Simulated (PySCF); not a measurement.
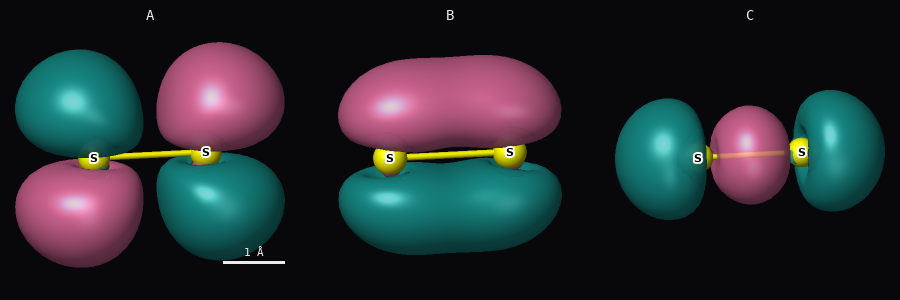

*S₂ (triplet). Three frontier β-spin orbitals, each drawn at the value that holds 80 % of its norm (teal and pink are the two phases), in no order; of a degenerate pair one member is drawn.*

All numbers below come from PySCF, PBE0/def2-TZVP, non-relativistic Hamiltonian with scalar-relativistic core potentials where named, at a bond length of 1.889 Å.

**Label each orbital by symmetry, say whether it is occupied, and order them by energy.**

Orbital C: σg, occupied in this spin, −10.59 eV; with no node between the nuclei.
Orbital B: πu, occupied in this spin, −9.29 eV; with no node between the nuclei, bonding.
Orbital A: πg, empty in this spin, −3.52 eV; antibonding, with a node between the atoms.
